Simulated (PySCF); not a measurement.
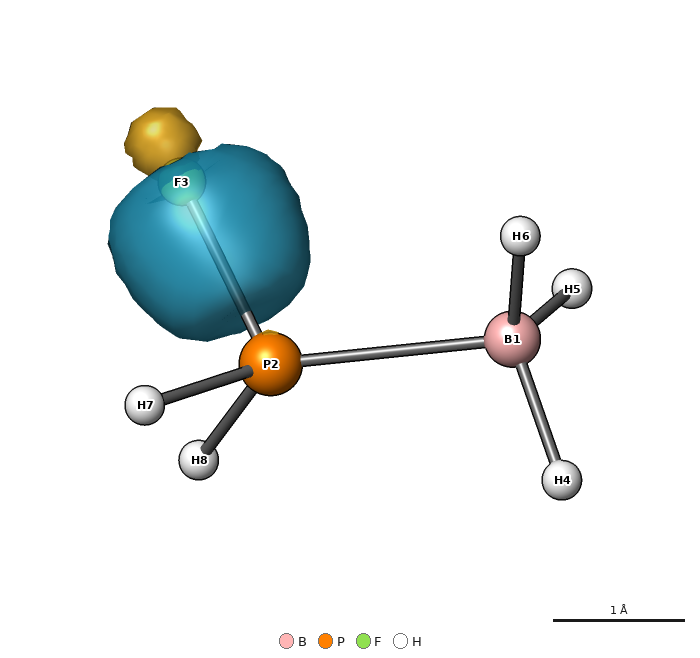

Figure. BFH5P, SMILES `[BH3-][PH2+]F`. Intrinsic bond orbitals (IBO), occupied; each surface holds about 80 % of the orbital's density. Energies are diagonal elements of the Fock matrix.

Method: TPSS/def2-SVPD; geometry: GFN2-xTB; program: PySCF. This is a single-reference result, which may miss multireference character in this system. No frequency check shows the geometry to be a minimum. GFN2-xTB bond lengths at metals and heavier atoms can be off by up to 0.1 Å and shapes distorted, which carries into these values.

Coordinates in Å:

```
B1       1.6285    0.3839   -0.0000
P2      -0.0764   -0.4490   -0.0001
F3      -1.2785    0.6317   -0.0001
H4       2.4161   -0.5049    0.0015
H5       1.6459    1.0302   -0.9987
H6       1.6450    1.0327    0.9975
H7      -0.5992   -1.2130    1.0441
H8      -0.5982   -1.2156   -1.0417
```

**What does this orbital represent?**

σ bond F3–P2 (F3 78 %, P2 21 %; −21.5 eV).

Run time: 18 s on 1 thread of Arm Neoverse V2, on a shared host, peak memory 0.47 GiB.
